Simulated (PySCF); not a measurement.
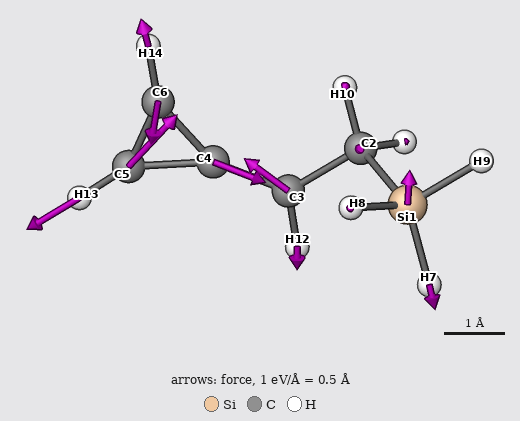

Starting geometry of C₅H₈Si with the computed forces as purple arrows. The picture is a ball-and-stick view, seen at a tilt.

The start comes from GFN2-xTB. Its atoms were then displaced at random by about 0.01 Å.

Computed with PBE0-D3(BJ)/def2-SVP geometry optimisation, gas phase in PySCF 2.14.0, density-fitted response routines. 

Is this structure relaxed? If not, where do the atoms go?

Answer. It isn't relaxed: the largest force vector, on a C atom, is 2.62 eV/Å. The final displacements have little in common with the starting forces (cosine between the two patterns 0.15). Over 6 geometry steps the energy falls by 15.0 kJ/mol. An H atom moves most after the best rigid fit: 0.17 Å. Largest moves by element: H 0.17 Å, C 0.10 Å, Si 0.07 Å. Among the contacts that change: C–H 1.036 → 1.088 Å, H–Si 1.448 → 1.497 Å, C–H 1.060 → 1.088 Å, C–C 1.357 → 1.333 Å. Among the angles between lasting bonds that change: C–Si–H 108.8° → 111.9°, Si–C–H 110.9° → 108.1°. The run took 72 s on 1 thread of Arm Neoverse N1, on a shared host.
